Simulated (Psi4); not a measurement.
**Energy and gradient calculation of AsF3**

The run: energy and gradient calculation of AsF3 (arsenic trifluoride), SMILES F[As](F)F. Method and program: HF/cc-pVDZ, RHF (Psi4 1.11).

The run did not end well. The geometry comes from this level: PBE0-D4/def2-TZVP.

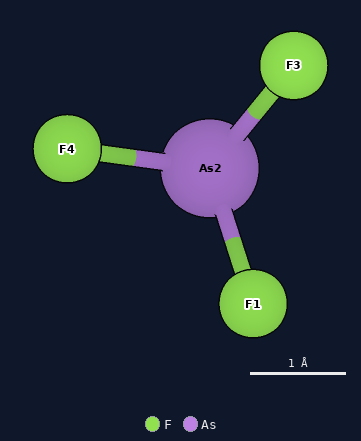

Figure 1. The input geometry (ball-and-stick view, seen on its broad side; atoms are numbered from 1 in the order of the input).

## Input (calc.py)
```python
import psi4

psi4.set_memory(2200000000)
psi4.set_num_threads(1)
psi4.set_output_file('output.dat', False)

with open('asf3.xyz') as f:
    atoms = ''.join(f.readlines()[2:])
m = psi4.geometry('0 1\n' + atoms + 'symmetry c1')

psi4.set_options({
    'basis': 'cc-pVDZ',
    'puream': True,
    'e_convergence': 1e-09,
    'd_convergence': 1e-08,
    'scf_type': 'pk',
})

result, w = psi4.gradient('scf', return_wfn=True)
print('gradient / Eh bohr^-1')
print(result.np.round(6))
print(f'energy = {w.energy():.10f} Eh')
```

## File asf3.xyz
```
4
AsF3
F     -0.445870     0.395590     1.362650
As    -0.461950    -0.457240    -0.125630
F      1.203970    -0.865930    -0.112740
F     -0.296160     0.927580    -1.124280
```

Run as:
```bash
python calc.py
```

## What the program printed
```
Psi4 1.11 release

gradient() will perform analytic gradient computation.

   => Loading Basis Set <=

    Name: CC-PVDZ
    Role: ORBITAL
    Keyword: BASIS

         ---------------------------------------------------------
                                   SCF
                              RHF Reference
                        1 Threads,   2098 MiB Core
         ---------------------------------------------------------

  ==> Geometry <==

    Molecular point group: c1
    Full point group: C1

    Geometry (in Angstrom), charge = 0, multiplicity = 1:

       Center              X                  Y                   Z               Mass
    ------------   -----------------  -----------------  -----------------  -----------------
         F           -0.250035144547     0.589426715660     1.415908040828    18.998403162730
         AS          -0.266115144547    -0.263403284340    -0.072371959172    74.921594570000
         F            1.399804855453    -0.672093284340    -0.059481959172    18.998403162730
         F           -0.100325144547     1.121416715660    -1.071021959172    18.998403162730

  Running in c1 symmetry.

  Rotational constants: A =      0.19405  B =      0.19405  C =      0.13672 [cm^-1]
  Rotational constants: A =   5817.56072  B =   5817.48530  C =   4098.63825 [MHz]
  Nuclear repulsion =  325.340009706749868

  Charge       = 0
  Multiplicity = 1
  Electrons    = 60
  Nalpha       = 30
  Nbeta        = 30

  ==> Algorithm <==

  SCF Algorithm Type is PK.
  DIIS enabled.
  MOM disabled.
  Fractional occupation disabled.
  Guess Type is SAD.
  Energy threshold   = 1.00e-09
  Density threshold  = 1.00e-08
  Integral threshold = 1.00e-12

  ==> Primary Basis <==

  Basis Set: CC-PVDZ
    Blend: CC-PVDZ
    Number of shells: 29
    Number of basis functions: 69
    Number of Cartesian functions: 74
    Spherical Harmonics?: true
    Max angular momentum: 2

  ==> Integral Setup <==

  Using in-core PK algorithm.
   Calculation information:
      Number of atoms:                   4
      Number of AO shells:              29
      Number of primitives:            156
      Number of atomic orbitals:        74
      Number of basis functions:        69

      Integral cutoff                 1.00e-12
      Number of threads:                 1

  Performing in-core PK
  Using 5834640 doubles for integral storage.
  We computed 92109 shell quartets total.
  Whereas there are 94830 unique shell quartets.

  ==> DiskJK: Disk-Based J/K Matrices <==

    J tasked:                  Yes
    K tasked:                  Yes
    wK tasked:                  No
    Memory [MiB]:             1573
    Schwarz Cutoff:          1E-12

  Minimum eigenvalue in the overlap matrix is 4.3564105725E-02.
  Reciprocal condition number of the overlap matrix is 1.5114588078E-02.
    Using symmetric orthogonalization.

  ==> Pre-Iterations <==

  SCF Guess: Superposition of Atomic Densities via on-the-fly atomic UHF (no occupation information).

   -------------------------
    Irrep   Nso     Nmo
   -------------------------
     A         69      69
   -------------------------
    Total      69      69
   -------------------------

  ==> Iterations <==

                        Total Energy        Delta E     RMS |[F,P]|

   @RHF iter SAD: -2528.06568870847559   -2.52807e+03   0.00000e+00
   @RHF iter   1: -2532.34336348108445   -4.27767e+00   1.21180e-02 DIIS/ADIIS
   @RHF iter   2: -2532.54861896288821   -2.05255e-01   2.03112e-03 DIIS/ADIIS
   @RHF iter   3: -2532.55408707390325   -5.46811e-03   3.07396e-04 DIIS/ADIIS
   @RHF iter   4: -2532.55433976163749   -2.52688e-04   1.42097e-04 DIIS/ADIIS
   @RHF iter   5: -2532.55438087656921   -4.11149e-05   2.58902e-05 DIIS
   @RHF iter   6: -2532.55438281342231   -1.93685e-06   4.52723e-06 DIIS
   @RHF iter   7: -2532.55438294374107   -1.30319e-07   8.69676e-07 DIIS
   @RHF iter   8: -2532.55438294811120   -4.37012e-09   1.85601e-07 DIIS
   @RHF iter   9: -2532.55438294836858   -2.57387e-10   3.69757e-08 DIIS
   @RHF iter  10: -2532.55438294838041   -1.18234e-11   6.20340e-09 DIIS
  Energy and wave function converged.

  ==> Post-Iterations <==

    Orbital Energies [Eh]
    ---------------------

    Doubly Occupied:

       1A   -432.788432     2A    -56.501609     3A    -50.348097
       4A    -50.348097     5A    -50.346927     6A    -26.317395
       7A    -26.317391     8A    -26.317383     9A     -8.201249
      10A     -6.054440    11A     -6.054440    12A     -6.048372
      13A     -2.286570    14A     -2.286570    15A     -2.277605
      16A     -2.277605    17A     -2.273133    18A     -1.635330
      19A     -1.592529    20A     -1.592522    21A     -0.887805
      22A     -0.731062    23A     -0.731060    24A     -0.715624
      25A     -0.678153    26A     -0.678151    27A     -0.643676
      28A     -0.643673    29A     -0.641425    30A     -0.485112

    Virtual:

      31A      0.104841    32A      0.104845    33A      0.218154
      34A      0.435672    35A      0.529585    36A      0.533062
      37A      0.533065    38A      0.675787    39A      0.675788
      40A      0.682025    41A      0.910979    42A      0.910985
      43A      1.471688    44A      1.471693    45A      1.490566
      46A      1.525509    47A      1.525513    48A      1.544090
      49A      1.612171    50A      1.666079    51A      1.666083
      52A      2.408330    53A      2.408332    54A      2.666427
      55A      3.921062    56A      3.933823    57A      3.933826
      58A      3.955709    59A      3.955714    60A      3.956547
      61A      3.957326    62A      3.961732    63A      3.961737
      64A      4.066728    65A      4.066730    66A      4.078248
      67A      4.138907    68A      4.254650    69A      4.254657

    Final Occupation by Irrep:
              A
    DOCC [    30 ]
    NA   [    30 ]
    NB   [    30 ]

  @RHF Final Energy: -2532.55438294838041

   => Energetics <=

    Nuclear Repulsion Energy =            325.3400097067498677
    One-Electron Energy =               -4178.3859126901970740
    Two-Electron Energy =                1320.4915200350671967
    Total Energy =                      -2532.5543829483804075

Computation Completed

Properties will be evaluated at   0.000000,   0.000000,   0.000000 [a0]

Properties computed using the SCF density matrix

 Multipole Moments:

 ------------------------------------------------------------------------------------
     Multipole            Electronic (a.u.)      Nuclear  (a.u.)        Total (a.u.)
 ------------------------------------------------------------------------------------

 L = 1.  Multiply by 2.5417464519 to convert [e a0] to [Debye]
 Dipole X            :         -2.0859771            1.2532689           -0.8327083
 Dipole Y            :         -2.0647543            1.2404974           -0.8242570
 Dipole Z            :         -0.5673284            0.3408356           -0.2264928
 Magnitude           :                                                    1.1933573

 ------------------------------------------------------------------------------------

	total time  =         35 seconds =       0.58 minutes

         ------------------------------------------------------------
                                   SCF GRAD
         ------------------------------------------------------------

  ==> Geometry <==

    Molecular point group: c1
    Full point group: C1

    Geometry (in Angstrom), charge = 0, multiplicity = 1:

       Center              X                  Y                   Z               Mass
    ------------   -----------------  -----------------  -----------------  -----------------
         F           -0.250035144547     0.589426715660     1.415908040828    18.998403162730
         AS          -0.266115144547    -0.263403284340    -0.072371959172    74.921594570000
         F            1.399804855453    -0.672093284340    -0.059481959172    18.998403162730
         F           -0.100325144547     1.121416715660    -1.071021959172    18.998403162730

  Nuclear repulsion =  325.340009706749868

  ==> Basis Set <==

  Basis Set: CC-PVDZ
    Blend: CC-PVDZ
    Number of shells: 29
    Number of basis functions: 69
    Number of Cartesian functions: 74
    Spherical Harmonics?: true
    Max angular momentum: 2

  ==> DirectJKGrad: Integral-Direct SCF Gradients <==

    Gradient:                    1
    J tasked:                  Yes
    K tasked:                  Yes
    wK tasked:                  No
    Integrals threads:           1
    Schwarz Cutoff:          1E-12
```

## What the run reported

| quantity | value |
| --- | --- |
| outcome | stopped at the time limit |
| hardware | 1 thread of Intel Xeon @ 2.50GHz (Skylake/Cascade Lake), 189 GiB of memory available, shared host |
| wall time | 91 s |
| peak memory | 0.43 GiB |

## What went wrong

The run was cut off by its time limit, so the output is incomplete.
